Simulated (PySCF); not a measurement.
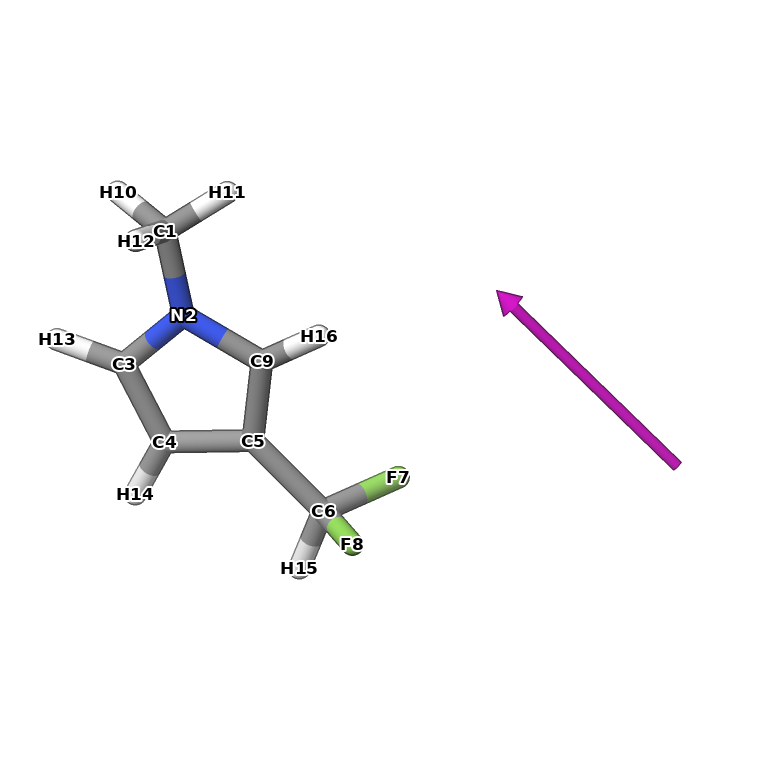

The arrow beside the molecule shows the direction of the dipole moment, from the negative to the positive end (its length means nothing). The geometry was computed by an optimisation with GFN2-xTB. No frequency run is at hand to confirm it as a minimum. Properties computed with PBE0/def2-SVPD, gas phase (PySCF 2.14.0).

> Estimate the dipole moment.

4.15 D; it points from the side of F7, F8, H15 to the side of H10 (the outermost atoms at the two ends).
